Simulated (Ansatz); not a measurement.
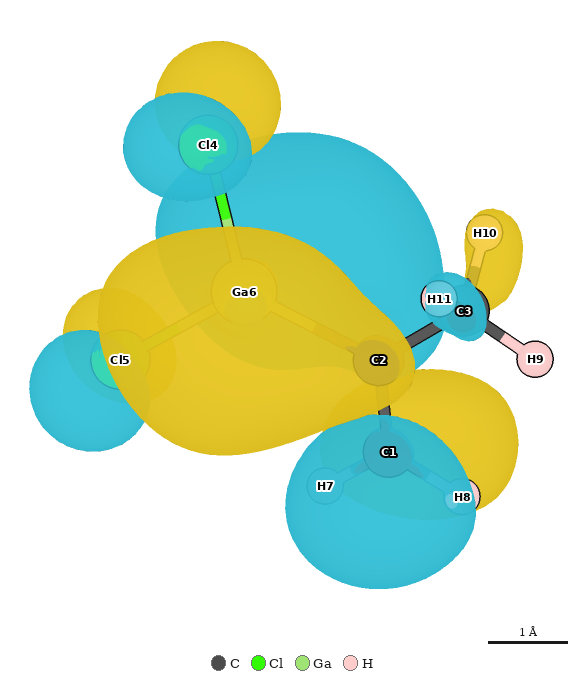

Figure. C$_{3}$H$_{5}$Cl$_{2}$Ga (SMILES C=[C](C)[Ga]([Cl])[Cl]). The LUMO at ±0.06 Å⁻³ᐟ² (yellow and cyan are the two phases), seen at a tilt.

Geometry: PBE0-D4/def2-SVP.

Computed with isolated molecule in a Gaussian basis; Kohn-Sham density functional theory, functional PBE0 in Ansatz.

Input file:

```
crystal:
  periodic: [false, false, false]
  atoms:
    - {symbol: C, position_ang: [-1.557157, -2.654790, -0.740974]}
    - {symbol: C, position_ang: [-1.152051, -1.493412, -0.206601]}
    - {symbol: C, position_ang: [-2.038062, -0.297539, -0.033793]}
    - {symbol: Cl, position_ang: [1.594731, 0.321564, 1.230500]}
    - {symbol: Cl, position_ang: [2.002152, -3.113434, 0.130760]}
    - {symbol: Ga, position_ang: [0.703129, -1.421105, 0.355531]}
    - {symbol: H, position_ang: [-0.885356, -3.511782, -0.853858]}
    - {symbol: H, position_ang: [-2.589545, -2.791917, -1.089722]}
    - {symbol: H, position_ang: [-3.057104, -0.496063, -0.401889]}
    - {symbol: H, position_ang: [-2.107654, 0.001292, 1.024717]}
    - {symbol: H, position_ang: [-1.642144, 0.577463, -0.574308]}
basis:
  gaussian: {orbitals: def2-SVPD}
hamiltonian: {xc: pbe0}
output: {forces: true, orbitals: {seedname: orbitals}}
```

Run with:

```sh
ansatz run input.yaml --threads 2 --pin off --max-ram 6090MiB --events-out events.jsonl --progress --plain --runs-dir runs
```

> What is the character of this orbital?

It lies mainly on Ga6 (about 45 %), C1 (about 20 %), C2 (about 10 %), Cl4 (about 5 %) and Cl5 (about 5 %). Its energy is −1.78 eV.
